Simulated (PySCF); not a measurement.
CuCl$_{2}$: geometry relaxation

The run: geometry relaxation of CuCl$_{2}$, multiplicity 2. Method and program: PBE0-D3(BJ)/def2-SVP geometry optimisation, gas phase (PySCF 2.14.0).

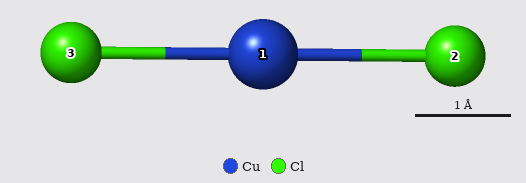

The structure as given in the input (ball-and-stick view, seen on its broad side; atoms are numbered from 1 in the order of the input). Sticks mark near contacts. Bond lengths as drawn: Cl–Cu 2.03 Å.

## Key numbers

| quantity | value |
| --- | --- |
| outcome | converged |
| total energy | −2559.903590 hartree |
| ⟨S²⟩ | 0.754 |
| dipole moment | 0.00 D |
| point group | D*h |
| hardware | 1 CPU thread, shared host |
| wall time | 11 s |
| peak memory | 0.28 GiB |

## Input file
```
{"job": {"xc": "PBE0", "basis": "def2-SVP", "d3": "d3bj", "grid": 1, "maxiter": 40, "kind": "geom"}, "charge": 0, "multiplicity": 2}
Cu    -0.000180    -0.000100    -0.000330
Cl    -0.015280    -0.019280     2.034520
Cl     0.015460     0.019390    -2.034190
```

The first line tells a small driver script what to run in PySCF; the rest is the geometry in Å.

## Output
```
step   0  E = -2559.90210189  max force = 0.016833
step   1  E = -2559.90333072  max force = 0.006834
step   2  E = -2559.90358845  max force = 0.000730
step   3  E = -2559.90359009  max force = 0.000037
optimisation converged
```

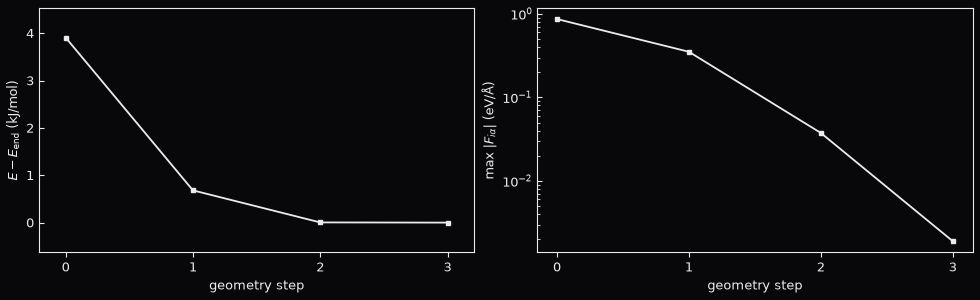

Progress of the relaxation, step by step (steps are counted from 0).

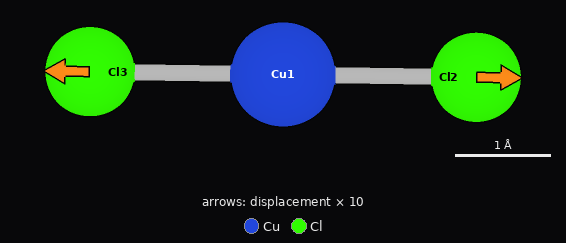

The starting structure with the displacements as orange arrows, magnified 10 times (ball-and-stick view, seen at a tilt). The two geometries are laid on each other by the best rigid fit. Over 3 geometry steps the energy falls by 3.91 kJ/mol. Largest force component: 0.87 eV/Å at the start, 0.0019 eV/Å at the end. The largest moves after the best rigid fit, 0.050 Å, are those of Cl2 and Cl3. Cu stays in place. Distances before and after: Cu1–Cl2 2.035 → 2.085 Å. (Atoms are counted from 1 in the order of the input.)
